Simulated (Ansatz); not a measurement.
# What Ta2NF2 monolayer distorts into, part 2 of 3

Aim: this structure of Ta2NF2 monolayer is to be tested for unstable modes, and one is followed downhill.

Ansatz 0.2.0; DFT PBE, scalar-relativistic, plane waves, PAW; PAW set soft_1.

So far, highest frequency on the path or at a solved wavevector (cm⁻¹): step 2 (the dispersion) 609. Also lowest frequency on the path (cm⁻¹): step 2 -122.

## (4) The mode frozen in, largest atomic shift 0.22 Å

The atoms are moved along the unstable eigenvector, the largest shift by 0.22 Å, with the cell fixed.

The input, input.yaml:

```yaml
crystal:
  lattice:
    - [4.9533587149, 2.8598229874, 0.0]
    - [0.0, 5.7196459749, 0.0]
    - [0.0, 0.0, 33.2]
  atoms:
    - { symbol: "N", position: [0.3333333333, 0.3333333333, 0.3012049254] }
    - { symbol: "N", position: [0.666667337, 0.6666659963, 0.2945784475] }
    - { symbol: "N", position: [-6.703e-07, 1.0000006703, 0.3078313253] }
    - { symbol: Ta, position: [0.9938203308, 0.3456940602, 0.3310625343] }
    - { symbol: Ta, position: [0.3456940602, 0.6604866218, 0.3310625358] }
    - { symbol: Ta, position: [0.6604853848, 0.9938197663, 0.3310625351] }
    - { symbol: Ta, position: [0.3209726065, 0.0061803418, 0.2713471028] }
    - { symbol: Ta, position: [0.6728467115, 0.3209726064, 0.2713471043] }
    - { symbol: Ta, position: [0.0061809063, 0.672847276, 0.2713471035] }
    - { symbol: F, position: [0.3205572471, 0.0063887884, 0.3711748928] }
    - { symbol: F, position: [0.6730551481, 0.3205572471, 0.3711746231] }
    - { symbol: F, position: [0.0063878365, 0.6730541962, 0.3711747579] }
    - { symbol: F, position: [0.9936119068, 0.3461094196, 0.2312350155] }
    - { symbol: F, position: [0.3461094196, 0.6602781852, 0.2312347458] }
    - { symbol: F, position: [0.6602784419, 0.9936128587, 0.2312348807] }
  periodic: [true, true, false]
kpoints:
  mp_grid: { grid: [9, 9, 1] }
hamiltonian:
  xc: pbe
  pseudopotentials: { kind: paw, azcp: { folder: soft_1 } }
scf:
  occupations: { method: methfessel_paxton, width: 0.2 }
output:
  forces: true
  stress: true
  eigenvalues: true
```

The run is started by

```bash
$ ansatz run input.yaml --threads 8 --pin off --max-ram 16384MiB --backend cpu --events-out ev --progress --plain --runs-dir out
```

Numbers of over 12 decimals in the logs are rounded to 6 here.

Output:

```text
[...]
k-point 1: bands = [... 64 lower, -5.5459, -4.9977, -4.8490, -4.5622, -4.2368, -3.6371, -2.9901, -2.3799, ... 11 higher]
  k-point 2: bands = [... 64 lower, -5.6709, -4.5961, -4.3223, -4.0101, -3.8199, -3.2006, -3.1178, -2.6741, ... 11 higher]
  k-point 14: bands = [... 64 lower, -4.4788, -4.4788, -4.1559, -4.1559, -3.9369, -2.6727, -2.6727, -2.6344, ... 11 higher]
  ° read free of the cell's end (the report's vacuum.weakly_bound_levels)
[key lines of the parts left out:]
SCF converged after 9 iterations
Free energy (F): -65607.746660 eV
Fermi energy:    -3.772554 eV
P = ½ c Tr σ = -1.1812 N/m
```

Wall time 12 s (8 threads of Arm Neoverse V2, shared host); peak memory 3.6 GiB; 96 s of CPU time.

Numbers from this step:

* energy from the undistorted cell: -4.005 meV/atom

The energy, extrapolated to zero smearing, is -4.00 meV/atom against the undistorted cell.

## (5) Energy along the mode, all amplitudes (two of the runs are shown above)

An imaginary frequency means negative curvature, so the energy should fall and then rise again as anharmonic terms take over.

Numbers from this step:

```yaml
depth_at_the_lowest_point_sampled: 4.005 meV/atom
largest_atomic_shift_at_that_point: 0.22 Å
```

Energy from the parent against largest atomic shift:

| largest atomic shift (Å) | energy from the parent (meV/atom) |
| --- | --- |
| 0.000 | 0 |
| 0.040 | -0.19 |
| 0.080 | -0.74 |
| 0.140 | -2.09 |
| 0.220 | -4.00 |
| 0.320 | -3.67 |
| 0.450 | 8.38 |

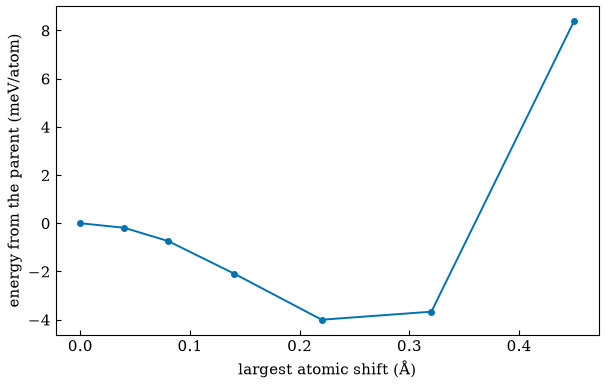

Energy from the parent against largest atomic shift.

Displacement at unit largest shift by atom:

| atom | x (Å) | y (Å) | z (Å) | size |
| --- | --- | --- | --- | --- |
| N1 | 0.00 | 0.00 | 0.00 | 0.00 |
| N2 | 0.00 | 0.00 | -1.00 | 1.00 |
| N3 | 0.00 | 0.00 | 1.00 | 1.00 |
| Ta4 | -0.14 | 0.24 | 0.00 | 0.28 |
| Ta5 | 0.28 | 0.00 | 0.00 | 0.28 |
| Ta6 | -0.14 | -0.24 | 0.00 | 0.28 |
| Ta7 | -0.28 | 0.00 | 0.00 | 0.28 |
| Ta8 | 0.14 | -0.24 | 0.00 | 0.28 |
| Ta9 | 0.14 | 0.24 | 0.00 | 0.28 |
| F10 | -0.29 | 0.00 | 0.00 | 0.29 |
| F11 | 0.14 | -0.25 | 0.00 | 0.29 |
| F12 | 0.14 | 0.25 | 0.00 | 0.29 |
| F13 | -0.14 | 0.25 | 0.00 | 0.29 |
| F14 | 0.29 | 0.00 | 0.00 | 0.29 |
| F15 | -0.14 | -0.25 | 0.00 | 0.29 |

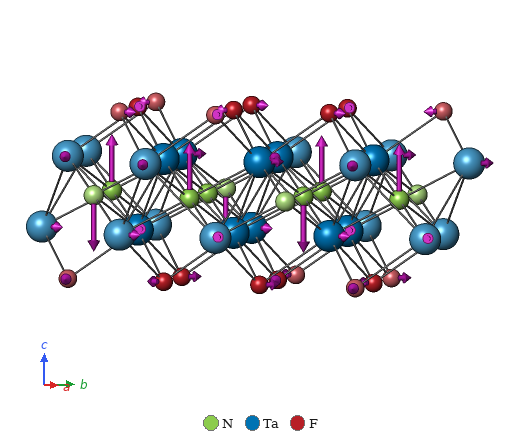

Displacement at unit largest shift as arrows, the longest 1 Å. Some periodic images of atoms are drawn too.

The lowest of the steps tried is at 0.22 Å, 4.00 meV/atom below the parent; the bottom of the well need not coincide with a step.

## (6) Relaxing from the distorted cell

Starting from the lowest point found, all atoms and the cell are let go, so that strain and other modes of the same symmetry can join in.

Changes to input.yaml since step 4:

```diff
@@ -33 +33,10 @@
   eigenvalues: true
+  write_density: true
+  write_potential: true
+  elf: true
+  volumetric_format: npy
+relax:
+  adjacent_minimum: "off"
+  f_tol: 0.002
+  max_steps: 120
+  cell: { stress_2d_tol: 0.005 }
```

Output:

```text
[...]
Crystal: 15 atoms, lattice volume = 940.604 Å³
Basis set: ecut = 420 eV, 18519 PW (Γ), exchange–correlation on 80×80×450 points (8 copies of the dense FFT grid, shifted against one another)
Bands: 83, of which v1, the nominal top of the filled ones, is band 68 counted from 1 (67 counted from 0)
Symmetry: 6 space group operations
[...]
k-points: 15 of 81
[...]
SCF iter   1: F=—  HF=-65618.278787 eV  |F-HF|=—  |Δ(HF+E_count)|=         —  Δρ=5.55e-2  dr2=4.03e1  ethr=3.10e-3  ⟨swp⟩=10.1  Hψ=7632  notcnv=0
[...]
SCF iter  11: F=-65607.746660 eV  HF=-65607.746660 eV  |F-HF|=4.66e-10  |Δ(HF+E_count)|=   1.41e-8  S|Δr|=    0.00e0  Δρ=8.89e-8  dr2=5.34e-11  ethr=1.24e-12  ⟨swp⟩=11.6  Hψ=11003  notcnv=0
SCF 1 converged in 11 iterations: F = -65607.746660 eV  dr2 = 5.34e-11
[...]
relax step   1: F+E_penalty+E_count = -65607.74666007 eV  Δ(F+E_penalty+E_count) = +0.000e0 eV  max|allowed force component| = 4.427e-1 eV/Å  Δτ_max = 0.0000 Å  P = -1.181 N/m  Ω = 940.604 Å³  fix = [c, alpha, beta]  reactions: c -0.000 N/m  (11 SCF iters, dr2 threshold 1.00e-7 eV, accepted)
Crystal: 15 atoms, lattice volume = 913.593 Å³
Basis set: ecut = 420 eV, 17847 PW (Γ), exchange–correlation on 80×80×450 points (8 copies of the dense FFT grid, shifted against one another)
[...]
iter 1 solved again at ethr=1.86e-4 eV; its pass at ethr=3.10e-3 eV (dr2=2.51e-1 eV) is discarded
[...]
SCF iter   7: F=-65607.893441 eV  HF=-65607.893441 eV  |F-HF|=2.43e-7  |Δ(HF+E_count)|=   2.08e-6  S|Δr|=    0.00e0  Δρ=3.86e-6  dr2=1.20e-7  ethr=1.11e-9  ⟨swp⟩=36.3  Hψ=18265  notcnv=0
SCF 2 converged in 7 iterations: F = -65607.893441 eV  dr2 = 1.20e-7
relax step   2: F+E_penalty+E_count = -65607.89344102 eV  Δ(F+E_penalty+E_count) = -1.468e-1 eV  max|allowed force component| = 9.844e-1 eV/Å  Δτ_max = 0.0786 Å  P = -1.035 N/m  Ω = 913.593 Å³  energy of the carried Pulay correction = +1.078e-2 eV  fix = [c, alpha, beta]  reactions: c -0.000 N/m  (7 SCF iters, dr2 threshold 1.50e-6 eV, accepted)
Crystal: 15 atoms, lattice volume = 892.226 Å³
Basis set: ecut = 420 eV, 17511 PW (Γ), exchange–correlation on 80×80×450 points (8 copies of the dense FFT grid, shifted against one another)
[...]
SCF iter   7: F=-65608.125495 eV  HF=-65608.125495 eV  |F-HF|=5.47e-7  |Δ(HF+E_count)|=   3.04e-6  S|Δr|=    0.00e0  Δρ=3.47e-6  dr2=6.91e-8  ethr=1.11e-9  ⟨swp⟩=35.2  Hψ=18850  notcnv=0
SCF 3 converged in 7 iterations: F = -65608.125495 eV  dr2 = 6.91e-8
relax step   3: F+E_penalty+E_count = -65608.12549535 eV  Δ(F+E_penalty+E_count) = -2.321e-1 eV  max|allowed force component| = 1.397e0 eV/Å  Δτ_max = 0.0811 Å  P = +0.077 N/m  Ω = 892.226 Å³  energy of the carried Pulay correction = +1.953e-2 eV  fix = [c, alpha, beta]  reactions: c +0.000 N/m  (7 SCF iters, dr2 threshold 1.50e-6 eV, accepted)
[... from here on, the SCF cycles and remarks between the steps are left out ...]
relax step   4: F+E_penalty+E_count = -65608.15692122 eV  Δ(F+E_penalty+E_count) = -3.143e-2 eV  max|allowed force component| = 1.237e0 eV/Å  Δτ_max = 0.1270 Å  P = +3.252 N/m  Ω = 875.090 Å³  energy of the carried Pulay correction = +2.669e-2 eV  fix = [c, alpha, beta]  reactions: c +0.000 N/m  (7 SCF iters, dr2 threshold 1.50e-6 eV, accepted)
relax step   5: F+E_penalty+E_count = -65608.35107675 eV  Δ(F+E_penalty+E_count) = -1.942e-1 eV  max|allowed force component| = 7.775e-1 eV/Å  Δτ_max = 0.0582 Å  P = +0.267 N/m  Ω = 897.432 Å³  energy of the carried Pulay correction = +1.737e-2 eV  fix = [c, alpha, beta]  reactions: c +0.000 N/m  (6 SCF iters, dr2 threshold 1.50e-6 eV, accepted)
relax step   6: F+E_penalty+E_count = -65608.33668755 eV  Δ(F+E_penalty+E_count) = +1.439e-2 eV  max|allowed force component| = 8.055e-1 eV/Å  Δτ_max = 0.0971 Å  P = +0.099 N/m  Ω = 888.273 Å³  energy of the carried Pulay correction = +2.117e-2 eV  fix = [c, alpha, beta]  (6 SCF iters, dr2 threshold 1.50e-6 eV, rejected (line search))
relax step   7: F+E_penalty+E_count = -65608.43344606 eV  Δ(F+E_penalty+E_count) = -8.237e-2 eV  max|allowed force component| = 2.867e-1 eV/Å  Δτ_max = 0.0473 Å  P = -0.142 N/m  Ω = 895.205 Å³  energy of the carried Pulay correction = +1.829e-2 eV  fix = [c, alpha, beta]  reactions: c -0.000 N/m  (13 SCF iters, accepted)
relax step   8: F+E_penalty+E_count = -65608.45606581 eV  Δ(F+E_penalty+E_count) = -2.262e-2 eV  max|allowed force component| = 3.708e-2 eV/Å  Δτ_max = 0.0365 Å  P = -0.022 N/m  Ω = 892.098 Å³  energy of the carried Pulay correction = +1.958e-2 eV  fix = [c, alpha, beta]  reactions: c -0.000 N/m  (6 SCF iters, dr2 threshold 1.50e-6 eV, accepted)
relax step   9: F+E_penalty+E_count = -65608.45798981 eV  Δ(F+E_penalty+E_count) = -1.924e-3 eV  max|allowed force component| = 2.301e-2 eV/Å  Δτ_max = 0.0120 Å  P = +0.003 N/m  Ω = 891.512 Å³  energy of the carried Pulay correction = +1.982e-2 eV  fix = [c, alpha, beta]  reactions: c +0.000 N/m  (6 SCF iters, dr2 threshold 8.59e-8 eV, accepted)
relax step  10: F+E_penalty+E_count = -65608.45822016 eV  Δ(F+E_penalty+E_count) = -2.304e-4 eV  max|allowed force component| = 7.302e-3 eV/Å  Δτ_max = 0.0042 Å  P = -0.006 N/m  Ω = 891.407 Å³  energy of the carried Pulay correction = +1.986e-2 eV  fix = [c, alpha, beta]  reactions: c -0.000 N/m  (6 SCF iters, dr2 threshold 3.31e-8 eV, accepted)
relax step  11: F+E_penalty+E_count = -65608.45817447 eV  Δ(F+E_penalty+E_count) = +4.569e-5 eV  max|allowed force component| = 1.074e-2 eV/Å  Δτ_max = 0.0013 Å  P = +0.004 N/m  Ω = 891.512 Å³  energy of the carried Pulay correction = +1.982e-2 eV  fix = [c, alpha, beta]  (5 SCF iters, dr2 threshold 3.33e-9 eV, rejected (line search))
relax step  12: F+E_penalty+E_count = -65608.45820583 eV  Δ(F+E_penalty+E_count) = +1.433e-5 eV  max|allowed force component| = 8.091e-4 eV/Å  Δτ_max = 0.0006 Å  P = +0.000 N/m  Ω = 891.473 Å³  energy of the carried Pulay correction = +1.984e-2 eV  fix = [c, alpha, beta]  reactions: c +0.000 N/m  (8 SCF iters, accepted)
relax step  13: F+E_penalty+E_count = -65608.44494422 eV  Δ(F+E_penalty+E_count) = +1.326e-2 eV  max|allowed force component| = 5.655e-4 eV/Å  Δτ_max = 0.0000 Å  P = -0.128 N/m  Ω = 891.473 Å³  fix = [c, alpha, beta]  reactions: c -0.000 N/m  stress off target by 1.28e-1 N/m on what of the cell is left free  SCF on the basis re-selected at this cell (its energy is not comparable with the rows above)  (8 SCF iters)
relax step  14: F+E_penalty+E_count = -65608.44547663 eV  Δ(F+E_penalty+E_count) = -5.324e-4 eV  max|allowed force component| = 1.190e-2 eV/Å  Δτ_max = 0.0008 Å  P = +0.095 N/m  Ω = 890.259 Å³  energy of the carried Pulay correction = +5.013e-4 eV  fix = [c, alpha, beta]  reactions: c +0.000 N/m  (5 SCF iters, dr2 threshold 1.92e-8 eV, accepted)
relax step  15: F+E_penalty+E_count = -65608.44543878 eV  Δ(F+E_penalty+E_count) = +3.785e-5 eV  max|allowed force component| = 6.617e-3 eV/Å  Δτ_max = 0.0015 Å  P = +0.008 N/m  Ω = 890.495 Å³  energy of the carried Pulay correction = +4.040e-4 eV  fix = [c, alpha, beta]  reactions: c +0.000 N/m  (5 SCF iters, dr2 threshold 1.06e-8 eV, accepted)
relax step  16: F+E_penalty+E_count = -65608.44540454 eV  Δ(F+E_penalty+E_count) = +3.424e-5 eV  max|allowed force component| = 6.936e-4 eV/Å  Δτ_max = 0.0006 Å  P = +0.000 N/m  Ω = 890.608 Å³  energy of the carried Pulay correction = +3.574e-4 eV  fix = [c, alpha, beta]  reactions: c +0.000 N/m  (5 SCF iters, dr2 threshold 2.74e-9 eV, accepted)
[...]
SCF iter   1: F=—  HF=-65608.445105 eV  |F-HF|=—  |Δ(HF+E_count)|=         —  Δρ=6.31e-6  dr2=1.22e-7  ethr=7.73e-7  ⟨swp⟩=7.7  Hψ=13743  notcnv=0
eigensolver tolerance schedule: the retry pair's looser diagonalisation over-reported the residual by 8566.34 of it (diagonalisation noise at an unbounded share of the residual, at the tolerance the schedule requests for it); recorded, not acted on — ethr = c·dr2/N_el stays at c = 1.0e-1
[...]
SCF iter   2: F=—  HF=-65608.445047 eV  |F-HF|=—  |Δ(HF+E_count)|=   5.76e-5  S|Δr|=    0.00e0  Δρ=9.42e-6  dr2=4.37e-7  ethr=9.02e-11  ⟨swp⟩=7.5  Hψ=6195  notcnv=0
[...]
SCF iter   8: F=-65608.445047 eV  HF=-65608.445047 eV  |F-HF|=8.73e-11  |Δ(HF+E_count)|=  1.75e-10  S|Δr|=    0.00e0  Δρ=8.26e-9  dr2=3.70e-13  ethr=1.00e-12  ⟨swp⟩=18.3  Hψ=8504  notcnv=0
SCF 17 converged in 8 iterations: F = -65608.445047 eV  dr2 = 3.70e-13
relax step  17: F+E_penalty+E_count = -65608.44504749 eV  Δ(F+E_penalty+E_count) = +3.570e-4 eV  max|allowed force component| = 6.932e-4 eV/Å  Δτ_max = 0.0000 Å  P = -0.002 N/m  Ω = 890.608 Å³  fix = [c, alpha, beta]  reactions: c -0.000 N/m  stress off target by 1.62e-3 N/m on what of the cell is left free  SCF on the basis re-selected at this cell (its energy is not comparable with the rows above)  (8 SCF iters)
[...]
SCF converged after 8 iterations
[...]
Free energy (F): -65608.445047 eV
[...]
Internal energy: -65608.443257 eV  (E = F + TS)
E sigma→0 (E₀):  -65608.444600 eV
Entropy (-TS):   -0.001791 eV (-0.119 meV/atom)
Fermi energy:    -3.917253 eV
[...]
--- Forces (eV/Å), atoms counted from 1 ---
  atom   1  N     -0.00000000     0.00000000     0.00000000
  atom   2  N     -0.00000000     0.00000000    -0.00026873
  atom   3  N      0.00000000    -0.00000000     0.00026873
  atom   4  Ta    -0.00069323    -0.00007470     0.00001985
  atom   5  Ta     0.00028193     0.00063770     0.00001985
  atom   6  Ta     0.00041130    -0.00056301     0.00001985
  atom   7  Ta    -0.00028193    -0.00063770    -0.00001985
  atom   8  Ta     0.00069323     0.00007470    -0.00001985
  atom   9  Ta    -0.00041130     0.00056301    -0.00001985
  atom  10  F      0.00007585     0.00022180     0.00000843
  atom  11  F     -0.00023001    -0.00004522     0.00000843
  atom  12  F      0.00015416    -0.00017659     0.00000843
  atom  13  F      0.00023001     0.00004522    -0.00000843
  atom  14  F     -0.00007585    -0.00022180    -0.00000843
  atom  15  F     -0.00015416     0.00017659    -0.00000843
  max |Σ_I F_I| component: 1.50e-17 eV/Å
--- 2D stress c σ (N/m, compression-positive) ---
       -0.001621       0.000000      -0.000000
       -0.000000      -0.001621      -0.000000
       -0.000000       0.000000      -0.000000
  P = ½ c Tr σ = -0.0016 N/m
--- Band table (eV; the first three rows and the last of 15) ---
  k-point 0: bands = [... 64 lower, -5.6062, -5.4672, -5.1273, -5.1273, -4.6681, -4.1030, -3.6572, -2.4713, ... 11 higher]
  k-point 1: bands = [... 64 lower, -5.6182, -5.2320, -4.9053, -4.7883, -4.5376, -3.8293, -3.5280, -2.6651, ... 11 higher]
  k-point 2: bands = [... 64 lower, -5.5332, -4.9762, -4.5511, -4.4578, -3.8988, -3.2839, -3.2169, -2.9914, ... 11 higher]
  k-point 14: bands = [... 64 lower, -5.1803, -4.6546, -3.9287, -3.9287, -3.6271, -3.0467, -3.0467, -2.5000, ... 11 higher]
  ° read free of the cell's end (the report's vacuum.weakly_bound_levels)
--- Relaxed structure (15 steps of the walk, 13 accepted, 2 SCFs on fresh bases) ---
  F+E_penalty+E_count = -65608.44504749 eV   max|allowed force component| = 6.932e-4 eV/Å   (the final SCF, on the basis selected at the relaxed cell)
  cell:  # Å, volume = 890.6080 Å³
    - [4.819917, 2.782780, 0]
    - [2.808985624873537e-11, 5.565561, 0]
    - [0, 0, 33.2]
  atoms:
    - { symbol: N, position: [0.333333, 0.333333, 0.30120483532] }
    - { symbol: N, position: [0.666667, 0.666667, 0.286747] }
    - { symbol: N, position: [-2.5069547438594193e-17, 1.0, 0.315662] }
    - { symbol: Ta, position: [0.979897, 0.369959, 0.333528] }
    - { symbol: Ta, position: [0.369959, 0.650144, 0.333528] }
    - { symbol: Ta, position: [0.650144, 0.979897, 0.333528] }
    - { symbol: Ta, position: [0.296708, 0.016522, 0.268881] }
    - { symbol: Ta, position: [0.686770, 0.296708, 0.268881] }
    - { symbol: Ta, position: [0.016522, 0.686770, 0.268881] }
    - { symbol: F, position: [0.300679, 0.057137, 0.374107] }
    - { symbol: F, position: [0.642185, 0.300679, 0.374107] }
    - { symbol: F, position: [0.057137, 0.642185, 0.374107] }
    - { symbol: F, position: [1.024482, 0.365988, 0.228303] }
    - { symbol: F, position: [0.365988, 0.609530, 0.228303] }
    - { symbol: F, position: [0.609530, 1.024482, 0.228303] }
```

Wall time 4.1 min (8 threads); peak memory 3.6 GiB.

[end of part 2 of 3]

[Logs are printed without paths, hosts, clocks, repeated set-up lines and the standing remarks that a program may print on its own settings, such as how far it seeks lower states.]

[Hosts, paths, dates, database ids (printed as entryN), source tags and the programs' standing remarks are cut or masked in the printed files.]
